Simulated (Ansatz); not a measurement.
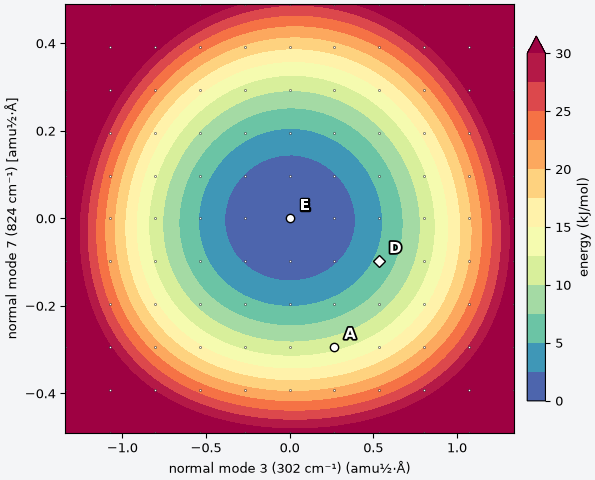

F₂H₂NSi, SMILES [NH][SiH](F)F, spin multiplicity 2. First axis: normal mode 3 (302 cm⁻¹). Second axis: normal mode 7 (824 cm⁻¹). Nothing is relaxed (straight displacements along the two mass-weighted modes). The grid has 11 × 11 points. All energies are given in kJ/mol relative to the relaxed molecule at the same level. The calculation used Ansatz 0.2.0, UKS PBE0-D4/def2-SVP.

In the figure: filled contours, dots at the grid points, one colour for all values above the top of the scale, lettered points. Between grid points the surface is interpolated.

> Rank the lettered points by energy, lowest first.

E (0.0 kJ/mol), D (5.6 kJ/mol), A (11.8 kJ/mol).

> What kind of point is each of A, D, E: minimum, saddle, maximum or slope?

A: on a slope; D: on a slope; E: minimum. (In these two coordinates alone; a stationary point may lie a little off the grid point.)
